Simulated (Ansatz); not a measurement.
SiHCl2OF (SMILES O[Si](F)(Cl)Cl): methods side by side

SiHCl2OF has 6 atoms, charge 0, and is taken as a singlet. SMILES: `O[Si](F)(Cl)Cl`. The shape was relaxed beforehand at r2SCAN/def2-SVP. This is one conformer, not always the lowest.

```xyz
6

O    -0.5224    0.4639    1.1326
Si    0.2160    0.0155   -0.2509
F     1.6032   -0.7400    0.0508
Cl   -0.9298   -1.2819   -1.3368
Cl    0.6219    1.6982   -1.3074
H    -0.9467   -0.2199    1.6656
```

Each level gives the adiabatic ionisation energy (to the doublet cation, shapes relaxed at r2SCAN/def2-SVP, no zero-point term) (eV). The values are calculated.

```tsv
level	kind	program	value (eV)	less CCSD(T)/def2-SVP	CPU time (all runs)
HF/def2-SVP	Hartree–Fock	Ansatz	11.20	-0.02	6.6 s
SVWN5/def2-SVP	LDA	Ansatz	10.96	-0.26	5 s
PBE/def2-SVP	GGA	Ansatz	10.86	-0.36	9 s
r2SCAN/def2-SVP	meta-GGA	Ansatz	11.20	-0.02	22 s
PBE0-D4/def2-SVP	global hybrid	Ansatz	11.30	+0.08	11 s
wB97M-V/def2-SVP	range-separated hybrid	Ansatz	11.43	+0.21	54 s
B2PLYP/def2-SVP	double hybrid	Ansatz	11.22	0.00	14 s
RPA@PBE/def2-SVP	RPA	Ansatz	10.88	-0.34	17 s
MP2/def2-SVP	perturbation theory	Ansatz	11.35	+0.13	7.1 s
CCSD(T)/def2-SVP	coupled cluster or CI	Ansatz	11.22	0.00	40 s
```

Differences are taken from CCSD(T)/def2-SVP for orientation; it has basis-set and higher-order errors of its own. The values span 10.86 to 11.43 eV. CPU times are rough (shared hosts, several kinds of processor): they show what a rung costs within a factor of a few.

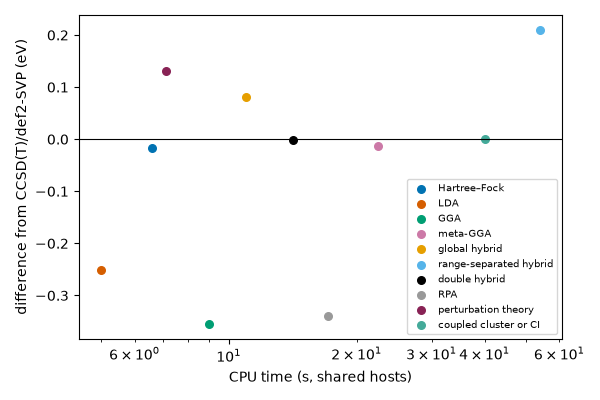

Difference from CCSD(T)/def2-SVP against processor time, one point a level.
